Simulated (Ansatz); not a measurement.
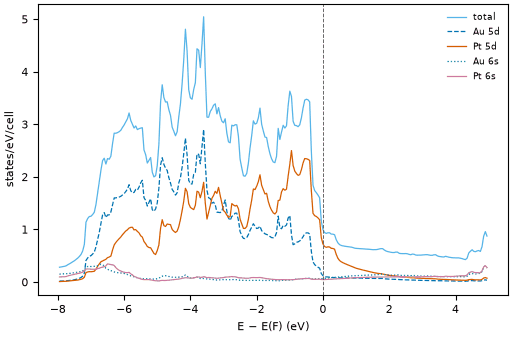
Figure. Total and projected density of states of PtAu in space group R-3m (No. 166; Pt on 3b, Au on 3a), PBEsol (plane waves, PAW; program Ansatz)

Problem. Which orbitals carry the states next to the Fermi level?

Solution. Within 0.5 eV of the Fermi level: Pt 5d 70 %, Au 5d 19 %. Projections are on Löwdin-orthogonalised atomic valence shells; empty p or d shells of many metals are not among them.

Problem. Where is the tallest occupied peak in this window, and what makes it?

Solution. Near -3.6 eV, about 5.0 states/eV per cell; the largest projected share is Au 5d.

The first step of the workflow began from a Materials Project structure, measured or hypothetical; the Crystallography Open Database copy checked does not list it. With Pt and Au taken as one species the cell has the higher symmetry Fm-3m, so it may be an ordered model of a mixed-site phase. Its standing as an ambient phase is unchecked. The PBEsol relaxation kept the symmetry of its start; its stability against distortions is not shown here. No spin polarisation was allowed. Scalar-relativistic: spin–orbit coupling is off unless named, which matters more the heavier the elements.

Potentials: the later of the program's two PAW sets.
